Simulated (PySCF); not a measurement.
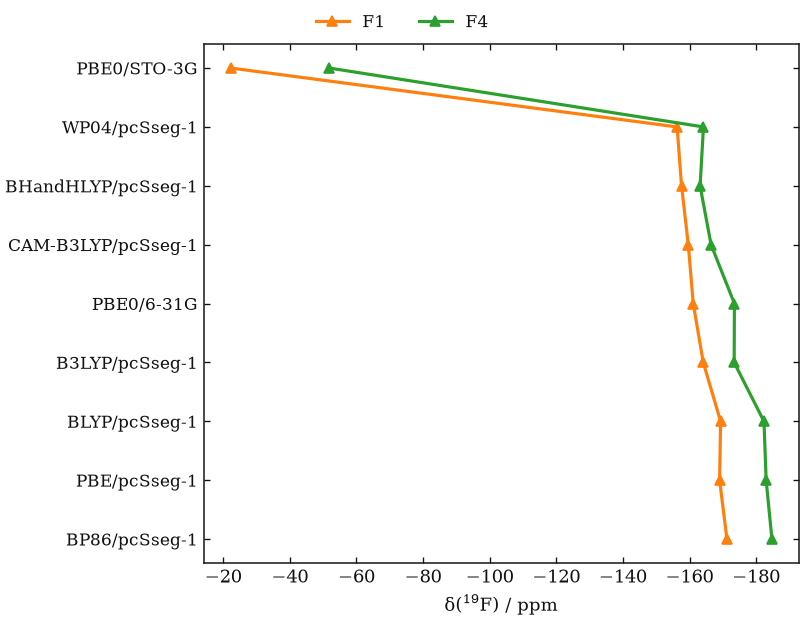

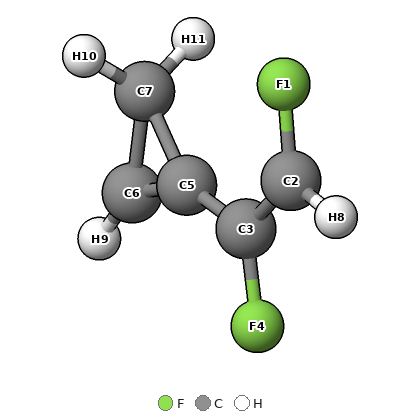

GIAO ¹⁹F shifts of C₅H₄F₂, SMILES F/C=C(/F)C1=CC1 at several levels, one geometry, PySCF, at a PBE0-D3(BJ)/def2-SVP geometry (no frequency check); values of one conformer, averaged over methyl-type rotors and exact or near symmetry; other conformers aren't averaged in; each against CFCl₃ at the same level (¹⁹F: this reference is a hard case for the method, so all values can be off together by tens of ppm, and differences between signals are safer).

**How much does each signal move over these levels?**

| atoms | lowest | highest | spread (ppm) |
| --- | --- | --- | --- |
| F1 | −171.2 | −22.3 | 149.0 |
| F4 | −184.8 | −51.9 | 132.9 |

**Do all levels give the signals in the same order?**

Yes, the order of the signals is the same at every level.
